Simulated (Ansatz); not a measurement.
# WS2 (2H-MoS2 type, space group P6_3/mmc), scan of one atom of the cell

Starting cell, WS2 (2H-MoS2 type, space group P6_3/mmc):

```
WS2
1.0
    3.16997     0.00000     0.00000
   -1.58498     2.74527     0.00000
    0.00000     0.00000    12.49180
W S
2 4
Direct
  0.33333   0.66667   0.25000
  0.66667   0.33333   0.75000
  0.33333   0.66667   0.62490
  0.66667   0.33333   0.12490
  0.66667   0.33333   0.37510
  0.33333   0.66667   0.87510
```

In this cell atom 6 (S, nearest neighbour W at 2.407 Å; its periodic images, 3.2 Å or more away, move with it) is moved by s along Cartesian z, unit vector (0.000, 0.000, 1.000); all other atoms and the cell stay fixed.

Computed with r2SCAN+rVV10 (plane waves to 500 eV, PAW, scalar-relativistic; Ansatz, a first-principles code). k mesh 10×10×3 (Γ-centred), Fermi-Dirac smearing 0.05 eV. The energy includes the smearing's −TS. Stress and pressure are positive under compression. As the smearing reaches across the gap at some points, energies and forces of such displacements shift with the k mesh and the smearing. Spin-orbit coupling is left out, though W is heavy. WS2 is run without spin polarisation. WS2 was relaxed with its symmetry unable to fall. ΔE is measured from the undisplaced structure.

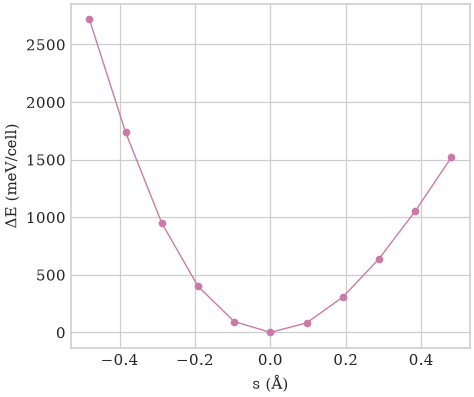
Fig. 1. ΔE (meV/cell) against s (Å); markers are the computed points, lines only join them.

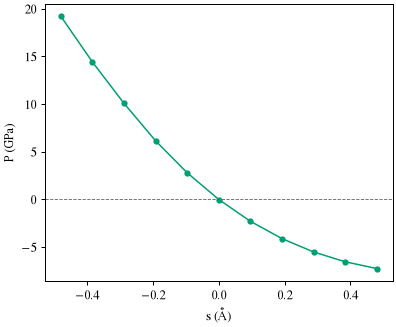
Figure: P (GPa) against s (Å); one marker a computed point.

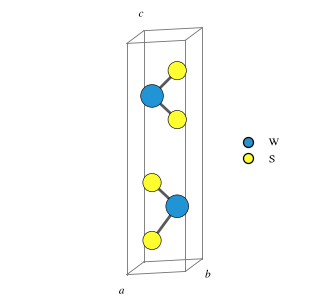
Figure: The cell of the calculation at s = -0.480 Å.

The energy at s = 0.480 Å is 1521 meV/cell and the force constant k = d²E/ds² at s = 0 (finite differences) comes out as 19.1 eV/Å². Harmonic estimate at the end of the scan: ½ks² = 2204 meV/cell against the computed 1521 meV/cell, so the well is softer than harmonic there. Symmetry of the curve: not even: the negative side lies higher at ±0.480 Å. Shape of the curve: a single well with its minimum at or next to zero displacement.

With its periodic images moving along, the atom's site symmetry in this cell is 3m..

(For displaced atoms, the force is minus the slope of the energy, and its curvature is a force constant, which sets phonon frequencies.)
